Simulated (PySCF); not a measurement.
# C6H6FNO2: magnetic properties

What do calculations give for the magnetic properties of C6H6FNO2 (`Fc1conc1OC1CC1`)?

Computed with PySCF 2.14.0 and routines of our own; the level stands in each step. Atoms count from 0.

## Step 1: The starting structure

16 atoms, charge 0, multiplicity 1; geometry from: GFN2-xTB.

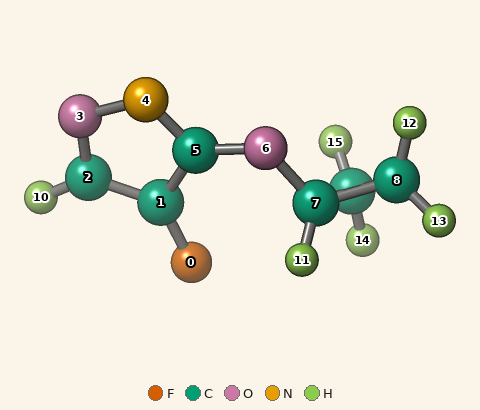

The starting geometry (fluorine orange, carbon teal, oxygen pink, nitrogen amber, hydrogen green).

## Step 2: Magnetic properties: GIAO B97-2/pcSseg-1

What the job is given:

```
{"job": {"kind": "mag", "xc": "B97-2", "basis": "pcSseg-1", "isotopologues": 0}, "charge": 0, "multiplicity": 1}
F      1.214157     1.634526     0.019982
C      1.695740     0.387128     0.057987
C      2.956134    -0.016429    -0.259397
O      3.038922    -1.335495    -0.087486
N      1.849088    -1.821918     0.340669
C      1.015639    -0.815431     0.441621
O     -0.233200    -1.002613     0.855629
C     -1.068631     0.130588     0.877550
C     -2.518548    -0.121566     0.625128
C     -1.694185     0.592815    -0.404254
H      3.825574     0.508986    -0.598095
H     -0.775562     0.868120     1.617991
H     -2.804560    -1.140409     0.419181
H     -3.238659     0.436779     1.201114
H     -1.831828     1.652662    -0.549386
H     -1.437680     0.051200    -1.302161
```

Level: GIAO B97-2/pcSseg-1 magnetisability, rotational g tensor and spin-rotation constants, non-relativistic, gas phase.

Started as:

```console
$ OMP_NUM_THREADS=1 python excited_run.py task.json out
```

The driver reads the jobs from task.json and runs them one after another.

Log:

```text
coarse grid: 14560 points
cycle   1  E = -536.7459239860  dE =  2.093e+00  |g| = 7.561e-01  |ddm| = 3.853e+00
cycle   2  E = -536.6066963450  dE =  1.392e-01  |g| = 1.159e+00  |ddm| = 1.301e+00
cycle   3  E = -536.8421317895  dE = -2.354e-01  |g| = 1.686e-01  |ddm| = 8.646e-01
cycle   4  E = -536.8464178170  dE = -4.286e-03  |g| = 9.350e-02  |ddm| = 1.759e-01
cycle   5  E = -536.8481646594  dE = -1.747e-03  |g| = 1.909e-02  |ddm| = 7.914e-02
cycle   6  E = -536.8482291148  dE = -6.446e-05  |g| = 7.229e-03  |ddm| = 1.905e-02
cycle   7  E = -536.8482404972  dE = -1.138e-05  |g| = 1.512e-03  |ddm| = 6.346e-03
cycle   8  E = -536.8482408875  dE = -3.902e-07  |g| = 5.692e-04  |ddm| = 1.370e-03
final grid: 144496 points
cycle   9  E = -536.9241812589  dE = -8.046e-05  |g| = 9.750e-03  |ddm| = 4.087e-02
cycle  10  E = -536.9241598896  dE =  2.137e-05  |g| = 1.494e-02  |ddm| = 1.578e-02
cycle  11  E = -536.9241954636  dE = -3.557e-05  |g| = 1.335e-03  |ddm| = 1.056e-02
cycle  12  E = -536.9241957741  dE = -3.105e-07  |g| = 6.060e-04  |ddm| = 1.313e-03
cycle  13  E = -536.9241958450  dE = -7.092e-08  |g| = 1.195e-04  |ddm| = 4.817e-04
cycle  14  E = -536.9241958474  dE = -2.371e-09  |g| = 5.814e-05  |ddm| = 1.422e-04
cycle  15  E = -536.9241958481  dE = -6.580e-10  |g| = 1.736e-05  |ddm| = 5.233e-05
converged SCF energy = -536.9241958481

Magnetisability tensor (1e-30 J/T^2)
    -1158.61       71.66     -112.56
       71.66    -1311.89      -97.85
     -112.56      -97.85    -1538.30
isotropic -1336.26   principal values   -1591.06  -1332.05  -1085.68
isotropic susceptibility -80.472 1e-6 cm^3/mol

Inertial axes            a          b          c
rot. const./GHz      2.9757     0.9766     0.7801
chi total           -70.747    -75.143    -95.526
chi diamagnetic    -483.835  -1308.489  -1584.717
chi paramagnetic    413.089   1233.346   1489.191
quadrupole/D A        8.881     -8.994      0.113
g nuclear            0.5305     0.5573     0.5445
g electronic        -0.5775    -0.5658    -0.5458
g total             -0.0469    -0.0086    -0.0013

Spin-rotation constants (kHz, H = +C I.J)
atom  isotope        aa         bb         cc
  0    19F        2.350      0.861      0.051
  4    14N        0.813      0.187      0.083
 10     1H        0.067     -0.004     -0.086
 11     1H       -0.270     -0.072      0.007
 12     1H       -0.295     -0.011     -0.075
 13     1H       -0.066     -0.106     -0.063
 14     1H       -0.306     -0.002     -0.086
 15     1H       -0.273     -0.116     -0.002
  1    13C*       0.976      0.427      0.197
  2    13C*       1.177      0.415      0.153
  3    17O*      -1.187     -0.382     -0.100
  5    13C*       1.302      0.413      0.183
  6    17O*      -0.563     -0.154     -0.069
  7    13C*       0.585      0.152      0.188
  8    13C*       0.441      0.114      0.095
* in the singly substituted isotopologue
```

It took 68 s on 1 thread of Arm Neoverse N1, shared host; peak memory 0.86 GiB.

Key values:

```csv
quantity,value
magnetisability,-1336·10⁻³⁰ J/T²
molar susceptibility,-80.5·10⁻⁶ cm³/mol
"rotational g (a, b, c)","-0.0469, -0.0086, -0.0013"
```

## Step 3: Magnetic properties: GIAO HSE06/pcSseg-0

Settings changed since step 2:

```diff
@@ -1,2 +1,2 @@
-{"job": {"kind": "mag", "xc": "B97-2", "basis": "pcSseg-1", "isotopologues": 0}, "charge": 0, "multiplicity": 1}
+{"job": {"kind": "mag", "xc": "HSE06", "basis": "pcSseg-0"}, "charge": 0, "multiplicity": 1}
 F      1.214157     1.634526     0.019982
```

With the program's defaults for keys left out, this is: GIAO HSE06/pcSseg-0 magnetisability, rotational g tensor and spin-rotation constants, non-relativistic, gas phase.

Log:

```text
coarse grid: 14560 points
cycle   1  E = -535.3586877233  dE =  2.130e+00  |g| = 6.401e-01  |ddm| = 4.614e+00
cycle   2  E = -535.2204415638  dE =  1.382e-01  |g| = 1.086e+00  |ddm| = 1.984e+00
cycle   3  E = -535.4442567474  dE = -2.238e-01  |g| = 1.327e-01  |ddm| = 1.128e+00
cycle   4  E = -535.4464565512  dE = -2.200e-03  |g| = 8.732e-02  |ddm| = 2.100e-01
cycle   5  E = -535.4479951882  dE = -1.539e-03  |g| = 1.935e-02  |ddm| = 1.036e-01
cycle   6  E = -535.4480789507  dE = -8.376e-05  |g| = 3.998e-03  |ddm| = 2.726e-02
cycle   7  E = -535.4480814076  dE = -2.457e-06  |g| = 2.094e-03  |ddm| = 6.093e-03
final grid: 144496 points
cycle   8  E = -535.3508709957  dE = -4.045e-05  |g| = 5.531e-03  |ddm| = 3.467e-02
cycle   9  E = -535.3508515106  dE =  1.949e-05  |g| = 1.108e-02  |ddm| = 1.738e-02
cycle  10  E = -535.3508779040  dE = -2.639e-05  |g| = 9.275e-04  |ddm| = 1.242e-02
cycle  11  E = -535.3508781079  dE = -2.039e-07  |g| = 3.221e-04  |ddm| = 1.288e-03
cycle  12  E = -535.3508781234  dE = -1.558e-08  |g| = 1.486e-04  |ddm| = 3.761e-04
cycle  13  E = -535.3508781278  dE = -4.334e-09  |g| = 4.784e-05  |ddm| = 1.812e-04
cycle  14  E = -535.3508781283  dE = -4.866e-10  |g| = 9.922e-06  |ddm| = 6.082e-05
converged SCF energy = -535.3508781283

Magnetisability tensor (1e-30 J/T^2)
    -1207.56       67.78     -131.13
       67.78    -1357.56      -92.65
     -131.13      -92.65    -1609.68
isotropic -1391.60   principal values   -1665.26  -1379.26  -1130.28
isotropic susceptibility -83.804 1e-6 cm^3/mol

Inertial axes            a          b          c
rot. const./GHz      2.9757     0.9766     0.7801
chi total           -73.392    -78.103    -99.918
chi diamagnetic    -486.588  -1310.636  -1588.251
chi paramagnetic    413.196   1232.533   1488.333
quadrupole/D A        8.781    -10.121      1.340
g nuclear            0.5305     0.5573     0.5445
g electronic        -0.5776    -0.5655    -0.5455
g total             -0.0471    -0.0082    -0.0010

Spin-rotation constants (kHz, H = +C I.J)
atom  isotope        aa         bb         cc
  0    19F        2.344      0.953     -0.189
  4    14N        0.921      0.195      0.087
 10     1H        0.047     -0.015     -0.099
 11     1H       -0.304     -0.086     -0.003
 12     1H       -0.331     -0.014     -0.082
 13     1H       -0.087     -0.117     -0.069
 14     1H       -0.341     -0.006     -0.094
 15     1H       -0.301     -0.126     -0.008
  1    13C*       0.989      0.438      0.192
  2    13C*       1.235      0.434      0.151
  3    17O*      -1.258     -0.420     -0.090
  5    13C*       1.351      0.426      0.178
  6    17O*      -0.599     -0.145     -0.044
  7    13C*       0.562      0.139      0.181
  8    13C*       0.411      0.106      0.083
* in the singly substituted isotopologue
```

Wall time 47 s (1 thread of Arm Neoverse N1, shared host); peak memory 0.58 GiB.

Key values:

```csv
quantity,value
magnetisability,-1392·10⁻³⁰ J/T²
molar susceptibility,-83.8·10⁻⁶ cm³/mol
"rotational g (a, b, c)","-0.0471, -0.0082, -0.0010"
```

## Step 4: The levels compared

```csv
level,ξ (10⁻³⁰ J/T²),g(a),g(b),gap (eV),functions,time
GIAO B97-2/pcSseg-1,-1336,-0.0469,-0.0086,6.73,200,68 s
GIAO HSE06/pcSseg-0,-1392,-0.0471,-0.0082,6.24,102,47 s
```

## Step 5: Outcome

```
                                            quantity                      value
       magnetisability (step 2, GIAO B97-2/pcSseg-1)           -1336·10⁻³⁰ J/T²
  molar susceptibility (step 2, GIAO B97-2/pcSseg-1)         -80.5·10⁻⁶ cm³/mol
rotational g (a, b, c) (step 2, GIAO B97-2/pcSseg-1)  -0.0469, -0.0086, -0.0013
                     magnetisability over the levels  -1392 to -1336·10⁻³⁰ J/T²
```

The magnetisability spreads by 4.1 % over 2 levels, from GIAO HSE06/pcSseg-0 (47 s) to GIAO B97-2/pcSseg-1 (68 s); the runs took 47 s to 68 s. Two levels can agree by chance, so this spread shows no convergence. Vibrational averaging and real surroundings are missing from these values.
